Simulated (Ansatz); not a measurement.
BaHI under a change: I → F

The parent structure is BaHI (space group P4/nmm, No. 129; a = 4.740 Å, c = 7.819 Å).

Modification: F takes the place of I on all its sites; the structure is relaxed again.

All numbers come from Kohn–Sham DFT with the r2SCAN functional, run in Ansatz (a program for electronic structure) with PAW and 500 eV plane waves, no SOC. Settings: 9×9×5 k-points, 0.05 eV Fermi–Dirac smearing, for the changed cell.

The volume per atom shrinks by 11.774 Å³ to 17.50 Å³ and the density decreases by 0.04 g/cm³ (5.01 g/cm³ → 4.97 g/cm³). The lattice parameter a drops by 0.821 Å (4.740 Å → 3.919 Å) and the c/a ratio goes up by 0.0958 (1.650 → 1.745). The space group is still P4/nmm (No. 129) and the shortest interatomic distance falls by 0.147 Å, from 2.725 Å to 2.578 Å. The band gap grows by 0.31 eV (3.19 eV → 3.50 eV) and the smallest direct gap grows by 0.319 eV to 3.50 eV. The width of the top valence band drops by 0.44 eV to 0.60 eV and the electron mass goes from 0.86 mₑ along k, 0.40 mₑ across (at Z) to 0.72 mₑ along k, 0.53 mₑ across (at Z).

Final structure:

```xyz
6
Lattice="3.9187 0.0000 0.0000 0.0000 3.9187 0.0000 0.0000 0.0000 6.8394" Properties=species:S:1:pos:R:3 pbc="T T T"
Ba     1.9594     0.0000     5.1643
Ba     0.0000     1.9594     1.6751
H      1.9594     1.9594     0.0000
H      0.0000     0.0000     0.0000
F      0.0000     1.9594     4.3663
F      1.9594     0.0000     2.4731
```

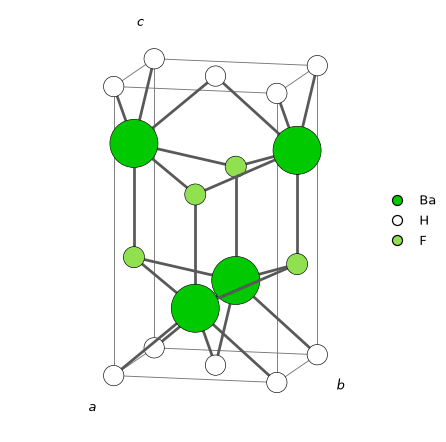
Figure. The relaxed conventional cell after the change

Cost of the whole job for the changed cell (relaxation, final SCF and bands): roughly 2.1 core-minutes.

Spin-orbit coupling, missing from the scalar runs, can matter with I. Effective masses come from finite differences of ±0.01 Å⁻¹. Along k means along the line from Γ to the band edge. Whether these cells are dynamically stable was not tested. As relaxed here, BaHF is a hypothetical phase, not in the database extracts checked.
